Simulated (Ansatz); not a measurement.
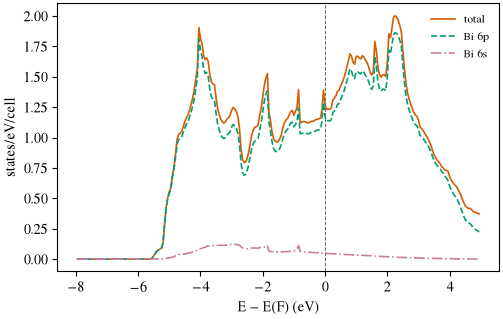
Fig. 1. Total and projected density of states of Bi (hcp (Mg type), space group No. 194), PBEsol in the plane-wave PAW code Ansatz

**Question.** Which orbitals carry the states next to the Fermi level?

**Answer.** Within 0.5 eV of the Fermi level: Bi 6p 92 %. Projections are on Löwdin-orthogonalised atomic valence shells; empty p or d shells of many metals are not among them.

**Question.** Where is the tallest occupied peak in this window, and what makes it?

**Answer.** Near -4.0 eV, about 1.9 states/eV per cell; the largest projected share is Bi 6p.

Space group P6_3/mmc (hcp (Mg type)). The workflow started from an entry of the Crystallography Open Database (COD, 298 K), which files this formula under 2 space groups. It is not the phase usual at ambient conditions (space group No. 166). Symmetry was held in the PBEsol relaxation; its stability against distortions is not shown here. The volume moved by -72 % from the start of the relaxation. The volume fell by over 15 % from the filed cell, which may lack light atoms or belong to other conditions. Scalar-relativistic: spin–orbit coupling is off unless named, which matters more the heavier the elements.

Potentials: the later of the program's two PAW sets.
